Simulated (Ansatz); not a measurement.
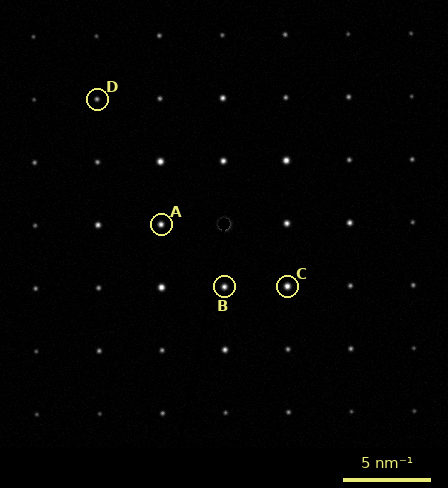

Simulated selected-area electron diffraction pattern (200 kV, kinematic approximation, thin crystal, B = 0.8 Å² for all atoms). The zone axis points towards the electron source and the pattern is seen from the source side.

The sample is Ru2S, space group Fm-3m (No. 225), a = 5.53 Å. Structure: the geometry relaxed with Ansatz, DFT PBE, scalar-relativistic, plane waves, PAW; the starting structure was generated, so it need not be a known form of this composition.

Spot A is indexed -2 0 0 and spot B 0 -2 0.

> Give hkl for C, D.

C = −A + B = 2 -2 0 (d = 1.954 Å). D = 2A − 2B = -4 4 0 (d = 0.977 Å).

> Find the zone axis.

The cross product of A and B is parallel to [001]; every spot obeys hu + kv + lw = 0.
